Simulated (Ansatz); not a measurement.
**C₃H₃F₃: from a rough start to a stationary point**

Aim: relax C₃H₃F₃ from a cheap starting geometry, check the end point by its vibrations and derive ideal-gas thermochemistry, and look at its orbitals and charge.

Method: RKS PBE0-D4/def2-TZVP; program: Ansatz 0.2.0, Gaussian basis.

Plan: relaxation at PBE-D4/def2-SVP; relaxation at PBE0-D4/def2-TZVP; harmonic vibrations at the same level; a single point in def2-TZVPP for the fields.

## (1) Where the work starts

9 atoms, charge 0, spin multiplicity 1.

Atoms are counted from 1 here; the program's logs count them from 0.

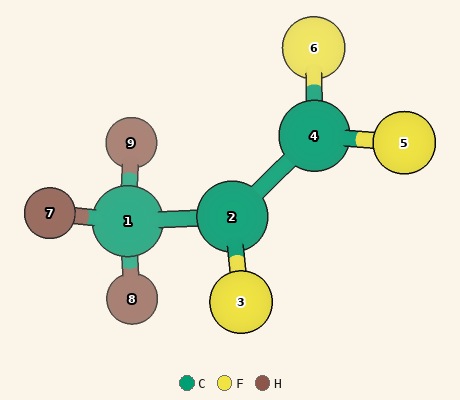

As it starts; carbon teal, fluorine yellow, hydrogen brown; atoms are numbered from 1 in the order of the file.

The start is a force-field geometry with small random shifts, so a cheaper pass at PBE-D4/def2-SVP comes first.

## (2) Relaxation at PBE-D4/def2-SVP (cheap first pass)

Contents of in.yaml:

```yaml
crystal:
  periodic: [false, false, false]
  atoms:
    - {symbol: C, position_ang: [-0.150600, -0.959600, 0.703400]}
    - {symbol: C, position_ang: [0.337800, -0.051800, -0.395200]}
    - {symbol: F, position_ang: [1.239500, -0.580400, -1.234000]}
    - {symbol: C, position_ang: [0.038700, 1.227200, -0.604800]}
    - {symbol: F, position_ang: [0.512900, 1.916800, -1.629900]}
    - {symbol: F, position_ang: [-0.960400, 1.810600, 0.192800]}
    - {symbol: H, position_ang: [0.641700, -1.240100, 1.349300]}
    - {symbol: H, position_ang: [-0.631400, -1.785600, 0.252300]}
    - {symbol: H, position_ang: [-0.939700, -0.383500, 1.349000]}
basis:
  gaussian: {orbitals: def2-SVP}
hamiltonian: {xc: pbe, dispersion: d4}
relax: {f_tol: 0.03, max_steps: 200}
```

The run is started by

```console
ansatz run in.yaml --threads 4 --pin off --events-out ev --progress --plain --max-ram 10444MiB
```

The program printed (excerpt; [...] marks lines left out):

```text
Functional definition: PBE
  name "PBE"
  cite "Perdew, Burke & Ernzerhof, Phys. Rev. Lett. 77, 3865 (1996) doi:10.1103/PhysRevLett.77.3865"
  parent pbe
[...]
1092 factors; their error is unknown
[...]
mean field -11288.80307364 eV, -414.8558611309 hartree, gradient 3.0e-5 eV, S^2 0.000000; 0 other end points of the search recorded, 0 dependent functions left out
[...]
reference -11288.80309639 eV, -414.8558619668 hartree; 24, 24 occupied and 75, 75 virtual orbitals, 1092 factors
relax step   1: F+E_penalty+E_count = -11288.94775350 eV  Δ(F+E_penalty+E_count) = +0.000e0 eV  max|allowed force component| = 3.481e0 eV/Å  Δτ_max = 0.0000 Å  (30 SCF iters, accepted)
[...]
relax step   5: F+E_penalty+E_count = -11289.32328588 eV  Δ(F+E_penalty+E_count) = -3.360e-4 eV  max|allowed force component| = 7.204e-2 eV/Å  Δτ_max = 0.0123 Å  (31 SCF iters, accepted)
[...]
relax step   6: F+E_penalty+E_count = -11289.32361636 eV  Δ(F+E_penalty+E_count) = -3.305e-4 eV  max|allowed force component| = 2.020e-2 eV/Å  Δτ_max = 0.0080 Å  (32 SCF iters, accepted)
1092 factors; their error is unknown
[...]
mean field -11289.17947249 eV, -414.8696935334 hartree, gradient 2.2e-5 eV, S^2 0.000000; 1 other end points of the search recorded, 0 dependent functions left out
[...]
reference -11289.17949473 eV, -414.8696943507 hartree; 24, 24 occupied and 75, 75 virtual orbitals, 1092 factors
Total energy: -11289.32363860 eV, -414.8749915401 hartree
Atom 0 at    -0.168771    -0.933687     0.699572 Å, force    -0.020200     0.012856     0.017451 eV/Å
Atom 1 at     0.346117    -0.056220    -0.384492 Å, force     0.009656    -0.003652    -0.009671 eV/Å
Atom 2 at     1.262836    -0.612578    -1.209562 Å, force    -0.002662     0.006681     0.000245 eV/Å
Atom 3 at    -0.013637     1.221987    -0.613145 Å, force     0.003575     0.015158    -0.012375 eV/Å
Atom 4 at     0.467391     1.975284    -1.591305 Å, force    -0.001905    -0.012704     0.009116 eV/Å
Atom 5 at    -0.903980     1.874927     0.129908 Å, force    -0.000412    -0.013215     0.006703 eV/Å
Atom 6 at     0.659356    -1.273980     1.356197 Å, force     0.015262    -0.003725     0.003896 eV/Å
Atom 7 at    -0.648457    -1.840716     0.275433 Å, force    -0.003475    -0.011206    -0.010821 eV/Å
Atom 8 at    -0.912356    -0.401418     1.320295 Å, force     0.000163     0.009807    -0.004544 eV/Å
Dipole moment:    -0.133176    -0.182531     0.257211 e Å
```

Run time: 4 s. Hardware: 4 threads of Intel Xeon Platinum 8488C, shared host.

Along the way:

| step | energy from step 1 (eV) | largest force component (eV/Å) |
| --- | --- | --- |
| 1 | 0.0000 | 3.4810 |
| 2 | -0.2965 | 1.2564 |
| 3 | -0.3661 | 0.3715 |
| 4 | -0.3752 | 0.1190 |
| 5 | -0.3755 | 0.0720 |
| 6 | -0.3759 | 0.0202 |

Close pairs (by a distance rule), those that changed most:

| bond | before (Å) | after (Å) | change (Å) |
| --- | --- | --- | --- |
| C4–F6 | 1.405 | 1.331 | -0.074 |
| C1–H9 | 1.171 | 1.105 | -0.066 |
| C1–H8 | 1.057 | 1.110 | +0.053 |
| C1–H7 | 1.060 | 1.110 | +0.050 |
| C1–C2 | 1.507 | 1.487 | -0.020 |
| C2–C4 | 1.330 | 1.347 | +0.017 |
| C2–F3 | 1.340 | 1.353 | +0.013 |
| C4–F5 | 1.323 | 1.325 | +0.002 |

## (3) Geometry optimisation, PBE0-D4/def2-TZVP

Contents of in.yaml:

```yaml
crystal:
  periodic: [false, false, false]
  atoms:
    - {symbol: C, position_ang: [-0.168771, -0.933687, 0.699572]}
    - {symbol: C, position_ang: [0.346117, -0.056220, -0.384492]}
    - {symbol: F, position_ang: [1.262836, -0.612578, -1.209562]}
    - {symbol: C, position_ang: [-0.013637, 1.221987, -0.613145]}
    - {symbol: F, position_ang: [0.467391, 1.975284, -1.591305]}
    - {symbol: F, position_ang: [-0.903980, 1.874927, 0.129908]}
    - {symbol: H, position_ang: [0.659356, -1.273980, 1.356197]}
    - {symbol: H, position_ang: [-0.648457, -1.840716, 0.275433]}
    - {symbol: H, position_ang: [-0.912356, -0.401418, 1.320295]}
basis:
  gaussian: {orbitals: def2-TZVP}
hamiltonian: {xc: pbe0, dispersion: d4}
relax: {f_tol: 0.005, max_steps: 150}
```

Same command.

The program printed (excerpt; [...] marks lines left out):

```text
Functional definition: PBE0
  name "PBE0"
  cite "Adamo & Barone, J. Chem. Phys. 110, 6158 (1999) doi:10.1063/1.478522"
  cite "Perdew, Burke & Ernzerhof, Phys. Rev. Lett. 77, 3865 (1996) doi:10.1103/PhysRevLett.77.3865"
  parent pbe
[...]
1140 factors; their error is unknown
[...]
mean field -11302.71101792 eV, -415.3669686560 hartree, gradient 2.3e-5 eV, S^2 0.000000; 0 other end points of the search recorded, 0 dependent functions left out
[...]
reference -11302.71104080 eV, -415.3669694966 hartree; 24, 24 occupied and 180, 180 virtual orbitals, 1140 factors
relax step   1: F+E_penalty+E_count = -11302.83082670 eV  Δ(F+E_penalty+E_count) = +0.000e0 eV  max|allowed force component| = 9.402e-1 eV/Å  Δτ_max = 0.0000 Å  (30 SCF iters, accepted)
[...]
Total energy: -11302.88084011 eV, -415.3732095063 hartree
Atom 0 at    -0.168240    -0.928920     0.696475 Å, force    -0.000257     0.001499    -0.000110 eV/Å
Atom 1 at     0.337484    -0.050488    -0.376227 Å, force     0.002294    -0.000639    -0.002587 eV/Å
Atom 2 at     1.248177    -0.601405    -1.194849 Å, force    -0.000817     0.000376     0.000623 eV/Å
Atom 3 at    -0.012628     1.204488    -0.605924 Å, force    -0.000781     0.000432     0.001206 eV/Å
Atom 4 at     0.463754     1.949977    -1.573734 Å, force     0.000992    -0.001354    -0.000391 eV/Å
Atom 5 at    -0.893032     1.860647     0.121300 Å, force    -0.000602    -0.000416     0.000379 eV/Å
Atom 6 at     0.653693    -1.259902     1.337170 Å, force     0.000874     0.001364     0.000511 eV/Å
Atom 7 at    -0.641345    -1.817590     0.269813 Å, force    -0.001307     0.000604    -0.001229 eV/Å
Atom 8 at    -0.899362    -0.403208     1.308877 Å, force    -0.000396    -0.001866     0.001599 eV/Å
Dipole moment:    -0.149060    -0.212530     0.291942 e Å
```

It took 11 s on 4 threads of Intel Xeon Platinum 8488C, shared host.

Relaxation path:

| step | energy from step 1 (eV) | largest force component (eV/Å) |
| --- | --- | --- |
| 1 | 0.0000 | 0.9402 |
| 2 | -0.0459 | 0.2182 |
| 3 | -0.0499 | 0.0130 |
| 4 | -0.0500 | 0.0066 |
| 5 | -0.0500 | 0.0026 |

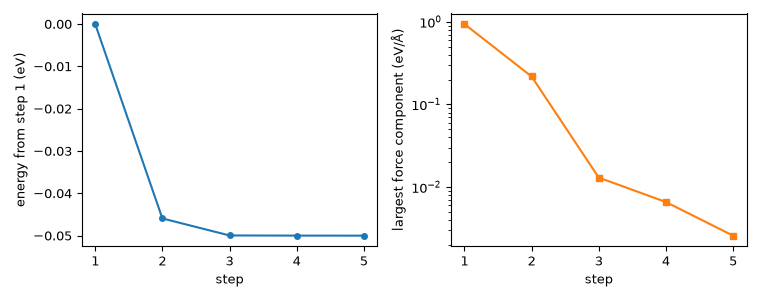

Energy and largest force along the relaxation.

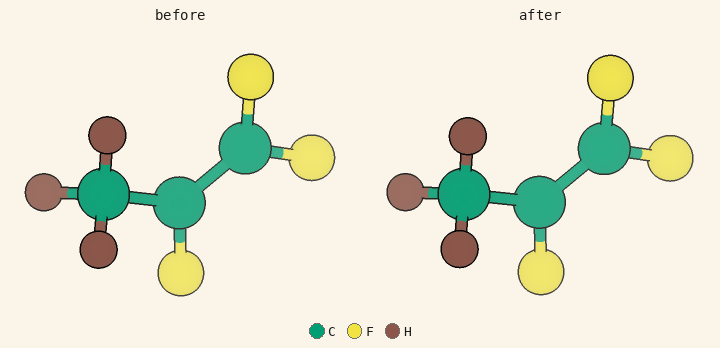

Before and after, at one scale.

Close pairs (by a distance rule), those that changed most:

| bond | before (Å) | after (Å) | change (Å) |
| --- | --- | --- | --- |
| C2–C4 | 1.347 | 1.323 | -0.024 |
| C1–H7 | 1.110 | 1.093 | -0.017 |
| C1–H8 | 1.110 | 1.093 | -0.017 |
| C1–H9 | 1.105 | 1.089 | -0.016 |
| C4–F6 | 1.331 | 1.317 | -0.014 |
| C4–F5 | 1.325 | 1.311 | -0.014 |
| C1–C2 | 1.487 | 1.476 | -0.011 |
| C2–F3 | 1.353 | 1.343 | -0.010 |

Mulliken charges of the relaxed molecule (report file):

| atom | value (e) |
| --- | --- |
| C1 | -0.35 |
| C2 | 0.10 |
| F3 | -0.19 |
| C4 | 0.32 |
| F5 | -0.15 |
| F6 | -0.16 |
| H7 | 0.14 |
| H8 | 0.14 |
| H9 | 0.15 |

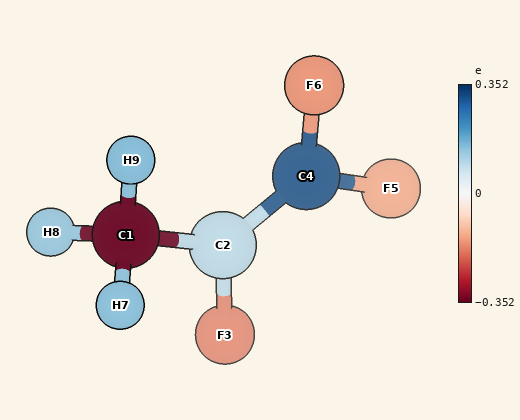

Mulliken charges of the relaxed molecule (report file), as colours on the atoms.

## (4) Vibrations by finite differences

Contents of in.yaml:

```yaml
crystal:
  periodic: [false, false, false]
  atoms:
    - {symbol: C, position_ang: [-0.168240, -0.928920, 0.696475]}
    - {symbol: C, position_ang: [0.337484, -0.050488, -0.376227]}
    - {symbol: F, position_ang: [1.248177, -0.601405, -1.194849]}
    - {symbol: C, position_ang: [-0.012628, 1.204488, -0.605924]}
    - {symbol: F, position_ang: [0.463754, 1.949977, -1.573734]}
    - {symbol: F, position_ang: [-0.893032, 1.860647, 0.121300]}
    - {symbol: H, position_ang: [0.653693, -1.259902, 1.337170]}
    - {symbol: H, position_ang: [-0.641345, -1.817590, 0.269813]}
    - {symbol: H, position_ang: [-0.899362, -0.403208, 1.308877]}
basis:
  gaussian: {orbitals: def2-TZVP}
hamiltonian: {xc: pbe0, dispersion: d4}
phonons: {temperatures: {t_min: 298.15, t_max: 900, t_step: 200}}
```

The command is unchanged.

The program printed (excerpt; [...] marks lines left out):

```text
Functional definition: PBE0
  name "PBE0"
  cite "Adamo & Barone, J. Chem. Phys. 110, 6158 (1999) doi:10.1063/1.478522"
  cite "Perdew, Burke & Ernzerhof, Phys. Rev. Lett. 77, 3865 (1996) doi:10.1103/PhysRevLett.77.3865"
  parent pbe
[...]
1140 factors; their error is unknown
[...]
mean field -11302.76023687 eV, -415.3687774189 hartree, gradient 1.9e-5 eV, S^2 0.000000; 0 other end points of the search recorded, 0 dependent functions left out
[...]
reference -11302.76025957 eV, -415.3687782533 hartree; 24, 24 occupied and 180, 180 virtual orbitals, 1140 factors
[...]
1140 factors; their error is unknown
mean field -11302.76006278 eV, -415.3687710211 hartree, gradient 1.2e-6 eV, S^2 0.000000; 0 other end points of the search recorded, 0 dependent functions left out
[...]
reference -11302.76008548 eV, -415.3687718554 hartree; 24, 24 occupied and 180, 180 virtual orbitals, 1140 factors
[...]
Atom 1 at     0.337484    -0.050488    -0.376227 Å, force     0.002297    -0.000635    -0.002573 eV/Å
Atom 2 at     1.248177    -0.601405    -1.194849 Å, force    -0.000812     0.000366     0.000617 eV/Å
Atom 3 at    -0.012628     1.204488    -0.605924 Å, force    -0.000814     0.000473     0.001221 eV/Å
Atom 4 at     0.463754     1.949977    -1.573734 Å, force     0.000991    -0.001368    -0.000384 eV/Å
Atom 5 at    -0.893032     1.860647     0.121300 Å, force    -0.000576    -0.000442     0.000361 eV/Å
Atom 6 at     0.653693    -1.259902     1.337170 Å, force     0.000877     0.001361     0.000517 eV/Å
Atom 7 at    -0.641345    -1.817590     0.269813 Å, force    -0.001309     0.000597    -0.001224 eV/Å
Atom 8 at    -0.899362    -0.403208     1.308877 Å, force    -0.000403    -0.001861     0.001609 eV/Å
Dipole moment:    -0.149060    -0.212531     0.291941 e Å
Vibrations: 178.44 189.66 219.17 356.84 380.38 514.33 562.49 599.58 772.30 985.33 1060.57 1189.35 1296.79 1343.04 1422.49 1463.24 1479.43 1881.98 3052.45 3112.23 3165.99 cm⁻¹, zero-point energy 1.563818 eV
```

It took 76 s on 4 threads of Intel Xeon Platinum 8488C, shared host.

Motions are named by where the mode's potential energy lies. The modes, unscaled (a negative number is an imaginary wavenumber):

| mode | cm⁻¹ | motion |
| --- | --- | --- |
| 1 | 178 | torsion |
| 2 | 190 | torsion |
| 3 | 219 | bend |
| 4 | 357 | bend |
| 5 | 380 | torsion |
| 6 | 514 | bend |
| 7 | 562 | bend |
| 8 | 600 | torsion |
| 9 | 772 | C–F and C–C stretch |
| 10 | 985 | bend with C–F stretch |
| 11 | 1061 | bend with wag or twist |
| 12 | 1189 | C–F stretch with bend |
| 13 | 1297 | C–F and C–C stretch |
| 14 | 1343 | C–F stretch |
| 15 | 1422 | bend |
| 16 | 1463 | bend |
| 17 | 1479 | bend |
| 18 | 1882 | C–C stretch |
| 19 | 3052 | C–H stretch |
| 20 | 3112 | C–H stretch |
| 21 | 3166 | C–H stretch |

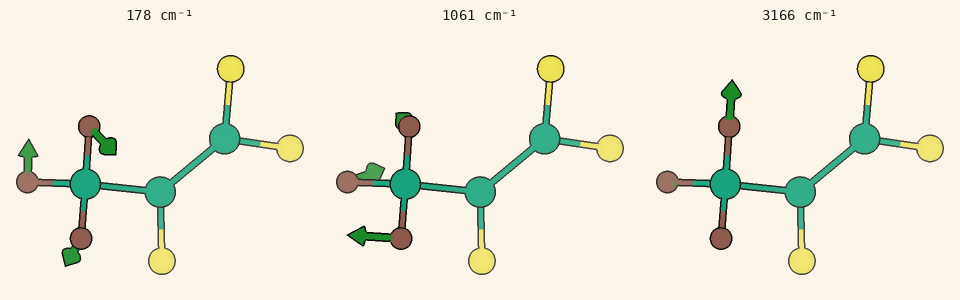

How the atoms move in 3 of the modes.

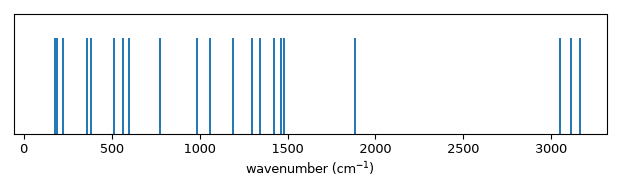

The harmonic wavenumbers as sticks (no intensities were computed).

Ideal gas, rigid rotor and harmonic oscillator at 298.15 K and 1 bar, with symmetry number 1:

| term | value |
| --- | --- |
| zero-point energy | 150.9 kJ/mol |
| H(298) − E | 169.1 kJ/mol |
| entropy, translation | 165.8 J/(mol K) |
| entropy, rotation | 111.5 J/(mol K) |
| entropy, vibration | 45.4 J/(mol K) |
| entropy, total | 322.7 J/(mol K) |

## (5) A single point for the fields

in.yaml, as its differences from that of step 4:

```diff
@@ -13,4 +13,4 @@
 basis:
-  gaussian: {orbitals: def2-TZVP}
+  gaussian: {orbitals: def2-TZVPP}
 hamiltonian: {xc: pbe0, dispersion: d4}
-phonons: {temperatures: {t_min: 298.15, t_max: 900, t_step: 200}}
+output: {orbitals: {seedname: orbitals}}
```

Same command.

The program printed:

```text
Functional definition: PBE0
  name "PBE0"
  cite "Adamo & Barone, J. Chem. Phys. 110, 6158 (1999) doi:10.1063/1.478522"
  cite "Perdew, Burke & Ernzerhof, Phys. Rev. Lett. 77, 3865 (1996) doi:10.1103/PhysRevLett.77.3865"
  parent pbe
  parameter a = 0.25
  parameter kappa = 0.804
  parameter beta = 0.06672455060314922
  exchange = (1 - a)*pbe_x(kappa = kappa, mu = beta*pi^2/3) + a*exact_x
  correlation = pbe_c(beta = beta)
1185 factors; their error is unknown
mean field evaluation 1: about -11297.8290 eV, gradient 5.0e1 eV
mean field evaluation 2: about -11296.2474 eV, gradient 5.4e1 eV
mean field evaluation 4: about -11302.7399 eV, gradient 3.0e0 eV
mean field evaluation 8: about -11302.7552 eV, gradient 6.6e-2 eV
mean field evaluation 16: about -11302.7870 eV, gradient 1.4e-4 eV
mean field -11302.78701447 eV, -415.3697614776 hartree, gradient 3.1e-5 eV, S^2 0.000000; 0 other end points of the search recorded, 0 dependent functions left out
reference -11302.78703769 eV, -415.3697623311 hartree; 24, 24 occupied and 204, 204 virtual orbitals, 1185 factors
Total energy: -11302.90761847 eV, -415.3741935929 hartree
```

It took 1.5 s on 4 threads of Intel Xeon Platinum 8488C, shared host.

The fields below are evaluated on a grid from the run's orbitals.

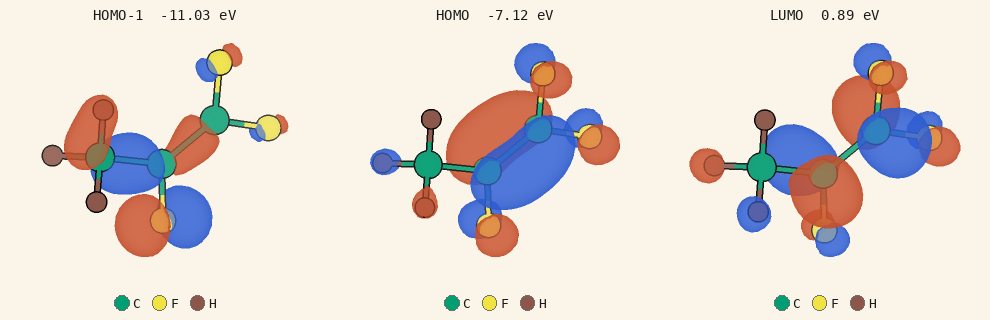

Frontier orbitals at PBE0-D4/def2-TZVPP; each surface holds 70 % of the orbital's density, blue and red mark the sign.

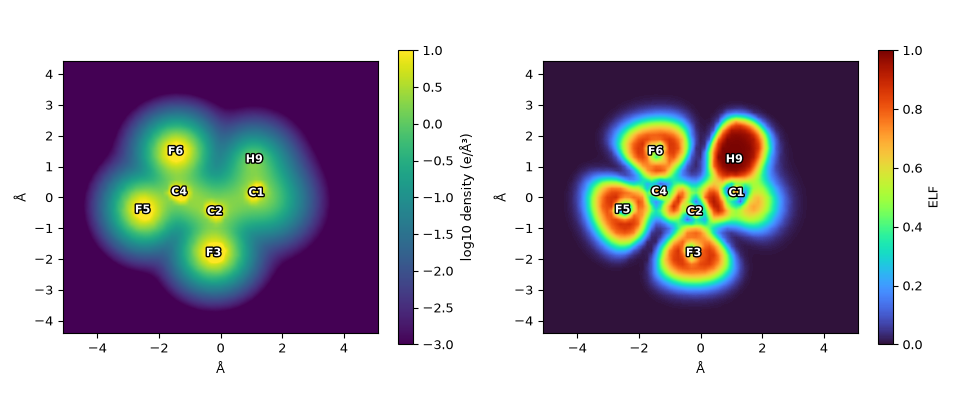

Density (left) and ELF (right) in a plane through or near 7 of the atoms.

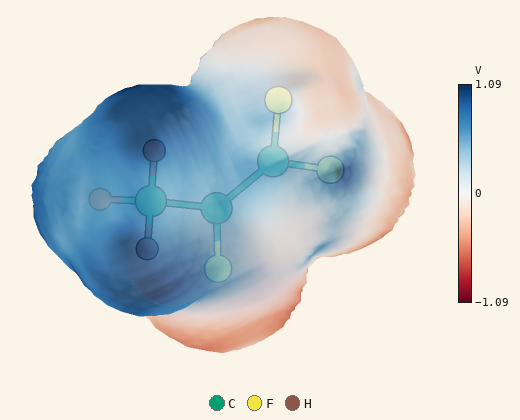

Electrostatic potential on the surface of density 0.002 e/bohr³; red is low, blue high. It runs from -0.67 V near F3 to 1.09 V near H9.

## (6) Summary of results

```
                  quantity            value
               point group               Cs
                     steps            6 + 5
shift from the start (rms)          0.059 Å
              total energy   -11302.8808 eV
           dispersion term         -121 meV
             dipole moment           1.88 D
lowest, highest wavenumber   178, 3166 cm⁻¹
         zero-point energy     150.9 kJ/mol
       entropy at 298.15 K  322.7 J/(mol K)
                HOMO, LUMO   -7.12, 0.89 eV
```

In words: The relaxed geometry lies 0.06 Å (rms) from the start; the bond that changed most is C4–F6, from 1.405 to 1.317 Å. No mode is imaginary: a true minimum at this level. The stiffest mode, 3166 cm⁻¹, is a C–H stretch, and 2 modes under 200 cm⁻¹ make the vibrational entropy uncertain. Harmonic hybrid wavenumbers usually lie a few per cent above measured fundamentals. The largest Mulliken charge, -0.35 e, sits on C1. The HOMO lies mostly on C2, C4 about 32 % each; F3, F5, F6 about 9 % each and the LUMO on C2, C4 about 34 % each; H7, H8 about 7 % each.
